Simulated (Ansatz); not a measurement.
**doublet [C2HClF4]+: levels of theory compared**

Aim: a comparison of 6 runs (U-r2SCAN/6-31G*, U-revPBE/6-31G*, U-wB97M-V/6-31G*, UB3LYP/6-31G*, UMP2/6-31G*, UCCSD(T)/6-31G*) of doublet [C2HClF4]+. 

Program for the calculation: Ansatz 0.2.0.

53 further runs of the same task are left out: 53 set aside as unsound or not needed. Runs told in other sessions of the task aren't counted.

## (1) Starting point

[C2HClF4]+ has 8 atoms, charge +1, and is taken as a doublet. SMILES of the parent species: `FC(Cl)C(F)(F)F`. The shape is that of a PBE0-D4/def2-TZVP optimisation. That shape belongs to the parent species and isn't relaxed for this state.

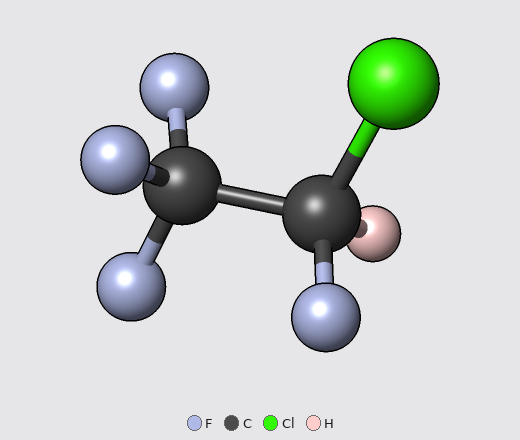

Viewed from a chosen angle; fluorine light blue, carbon dark grey, chlorine green, hydrogen pink.

## (2) The energy at U-r2SCAN/6-31G(d) (spherical functions) (run 1)

input.yaml

```yaml
basis:
  gaussian:
    orbitals: 6-31G_st_-spherical.json
crystal:
  periodic: [false, false, false]
  atoms:
    - symbol: F
      position_ang: [-1.009760, -0.997300, 1.034070]
    - symbol: C
      position_ang: [-0.026700, -0.752310, 0.143750]
    - symbol: Cl
      position_ang: [1.532940, -1.198140, 0.813200]
    - symbol: C
      position_ang: [-0.058240, 0.737850, -0.214790]
    - symbol: F
      position_ang: [0.860470, 1.007860, -1.137810]
    - symbol: F
      position_ang: [0.152480, 1.509050, 0.841250]
    - symbol: F
      position_ang: [-1.256040, 1.034230, -0.720280]
    - symbol: H
      position_ang: [-0.195140, -1.341240, -0.759390]
total_charge: 1
magnetization:
  spin_polarized: true
  initial_magnetization: 1
hamiltonian:
  xc: {name: r2SCAN}
accuracy: high
output:
  orbitals: {seedname: orbitals}
```

The basis set 6-31G* is read from a file made from the Basis Set Exchange's data (not shown).

Launch:

```console
$ ansatz run input.yaml --threads 1 --pin off --max-ram 3480MiB --events-out events.jsonl --progress --plain --runs-dir runs
```

Standard output:

```text
Warning: RAYON_NUM_THREADS=1 ignored (pool sized by the plan → 1); use --threads N
Functional definition: r2SCAN
  name "r2SCAN"
  parameter k0 = 0.174
  parameter k1 = 0.065
  parameter a1 = 4.9479
  exchange = r2scan_x(k0 = k0, k1 = k1, a1 = a1)
  correlation = r2scan_c
2392 factors; integrals over basis functions are off by at most 4.2e-9 eV
mean field evaluation 1: about -25452.9993 eV, gradient 4.8e1 eV
mean field evaluation 2: about -25422.4123 eV, gradient 9.8e1 eV
mean field evaluation 4: about -25461.1313 eV, gradient 6.9e0 eV
mean field evaluation 8: about -25461.4303 eV, gradient 8.1e-1 eV
mean field evaluation 16: about -25461.4260 eV, gradient 1.4e-3 eV
mean field evaluation 32: about -25461.4260 eV, gradient 4.2e-8 eV
mean field -25461.42596180 eV, -935.6901457218 hartree, gradient 4.2e-8 eV, S^2 0.751770; 6 other end points of the search recorded, 0 dependent functions left out
reference -25461.42596257 eV, -935.6901457502 hartree; 33, 32 occupied and 71, 72 virtual orbitals, 2392 factors
Total energy: -25461.42596257 eV, -935.6901457502 hartree
```

Run time: 28 s. Hardware: 1 thread of Intel Xeon Platinum 8488C (Sapphire Rapids), shared host; peak memory 0.59 GiB.

## (3) A single-point energy at U-revPBE/6-31G(d) (spherical functions) (run 2)

input.yaml

```yaml
crystal:
  periodic: [false, false, false]
  atoms:
    - {symbol: F, position_ang: [-1.009760, -0.997300, 1.034070]}
    - {symbol: C, position_ang: [-0.026700, -0.752310, 0.143750]}
    - {symbol: Cl, position_ang: [1.532940, -1.198140, 0.813200]}
    - {symbol: C, position_ang: [-0.058240, 0.737850, -0.214790]}
    - {symbol: F, position_ang: [0.860470, 1.007860, -1.137810]}
    - {symbol: F, position_ang: [0.152480, 1.509050, 0.841250]}
    - {symbol: F, position_ang: [-1.256040, 1.034230, -0.720280]}
    - {symbol: H, position_ang: [-0.195140, -1.341240, -0.759390]}
basis:
  gaussian: {orbitals: 6-31G_st_-spherical.json}
total_charge: 1
magnetization: {spin_polarized: true, initial_magnetization: 1}
hamiltonian: {xc: {name: revPBE}}
accuracy: high
output: {orbitals: {seedname: orbitals}}
```

The basis set 6-31G* is read from a file made from the Basis Set Exchange's data (not shown).

Launch:

```console
$ ansatz run input.yaml --threads 1 --pin off --max-ram 3480MiB --events-out events.jsonl --progress --plain --runs-dir runs
```

Standard output:

```text
Warning: RAYON_NUM_THREADS=1 ignored (pool sized by the plan → 1); use --threads N
Functional definition: revPBE
  name "revPBE"
  parameter kappa = 1.245
  parameter beta = 0.06672455060314922
  exchange = pbe_x(kappa = kappa, mu = beta*pi^2/3)
  correlation = pbe_c(beta = beta)
2392 factors; integrals over basis functions are off by at most 4.2e-9 eV
mean field evaluation 1: about -25451.8862 eV, gradient 5.0e1 eV
mean field evaluation 2: about -25413.2494 eV, gradient 1.1e2 eV
mean field evaluation 4: about -25460.4614 eV, gradient 1.2e1 eV
mean field evaluation 8: about -25461.4757 eV, gradient 1.0e0 eV
mean field evaluation 16: about -25461.4582 eV, gradient 3.5e-3 eV
mean field evaluation 32: about -25457.4648 eV, gradient 2.0e1 eV
mean field evaluation 64: about -25460.9309 eV, gradient 9.5e0 eV
mean field -25461.45821268 eV, -935.6913309198 hartree, gradient 3.9e-8 eV, S^2 0.750850; 8 other end points of the search recorded, 0 dependent functions left out
reference -25461.45821499 eV, -935.6913310048 hartree; 33, 32 occupied and 71, 72 virtual orbitals, 2392 factors
Total energy: -25461.45821499 eV, -935.6913310048 hartree
```

Wall time 18 s (1 thread of Intel Xeon Platinum 8488C (Sapphire Rapids), shared host); peak memory 0.41 GiB.

Runs 3 to 5 aren't shown in full; the table further down has their settings and results.

## (4) A single-point energy at UCCSD(T)/6-31G(d) (spherical functions) (run 6)

Changes to input.yaml since step 3:

```diff
@@ -15,4 +15,4 @@
 magnetization: {spin_polarized: true, initial_magnetization: 1}
-hamiltonian: {xc: {name: revPBE}}
+correlation: {method: ccsd_t, frozen_orbitals: {C: 1, Cl: 5, F: 1, H: 0}}
 accuracy: high
-output: {orbitals: {seedname: orbitals}}
+scf: {omitted_lower_state_checks: [cluster_reference, increment]}
```

The basis set 6-31G* is read from a file made from the Basis Set Exchange's data (not shown).

Launch:

```console
$ ansatz run input.yaml --threads 1 --pin off --max-ram 3480MiB --events-out events.jsonl --progress --plain --runs-dir runs
```

Standard output:

```text
Warning: RAYON_NUM_THREADS=1 ignored (pool sized by the plan → 1); use --threads N
[... 13 lines left out ...]
11 core orbitals not correlated: weight in the atoms' cores, before any rotation towards them, 1.000 or more for the frozen orbitals, at most 0.000 for the correlated occupied ones
[... 52 lines left out ...]
Total energy: -25421.34502606 eV, -934.2171985013 hartree
Checks for a lower state left out: cluster_reference, increment
```

Run time: 5.2 min. Hardware: 1 thread of Intel Xeon Platinum 8488C (Sapphire Rapids), shared host; peak memory 2.1 GiB.

## (5) All runs side by side

```csv
run,level,frozen core orbitals,energy (Eh),HOMO energy (eV),LUMO energy (eV),⟨S²⟩,wall time
1,U-r2SCAN/6-31G* (spherical functions),–,-935.690146,-15.75,-14.92,0.752,28 s
2,U-revPBE/6-31G* (spherical functions),–,-935.691331,-15.11,-14.56,0.751,18 s
3,U-wB97M-V/6-31G* (spherical functions),–,-935.772754,-19.27,-12.44,0.752,3.2 min
4,UB3LYP/6-31G* (spherical functions),–,-935.919586,-16.81,-14.51,0.752,21 s
5,UMP2/6-31G* (spherical functions),11,-934.156710,–,–,0.758,21 s
6,UCCSD(T)/6-31G* (spherical functions),11,-934.217199,–,–,0.758,5.2 min
```

## (6) What came out

```
                                           quantity          value
                                run 6: total energy  -934.21720 Eh
run 6: correlation energy (11 core orbitals frozen)    -1094.7 mEh
                              run 6: (T) correction     -28.09 mEh
           run 6: ⟨S²⟩ of the reference determinant          0.758
                               run 6: T1 diagnostic          0.026
```

In words: Totals of different functionals can't be ranked against each other. All runs together took 9.9 min, the longest 5.2 min.
